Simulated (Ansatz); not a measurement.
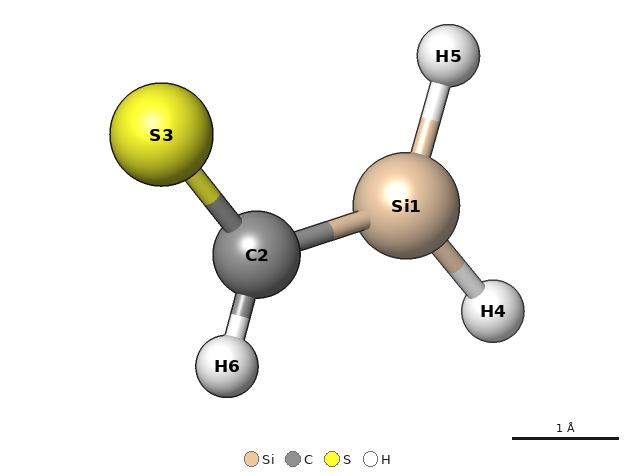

Orthographic view with a scale bar. State: neutral, doublet. The geometry was computed by an optimisation with PBE0-D4/def2-TZVP. No frequency run is at hand to confirm it as a minimum.

Write Cartesian coordinates in Å in the frame of the picture: x to the right, y up, z towards the viewer, origin at the mean of the atomic positions.

```xyz
6
CH3SSi
Si   0.70   0.15  -0.49
C   -0.71  -0.31   0.47
S   -1.61   0.82   1.28
H    1.52  -0.85  -1.22
H    1.10   1.56  -0.58
H   -0.99  -1.37   0.53
```
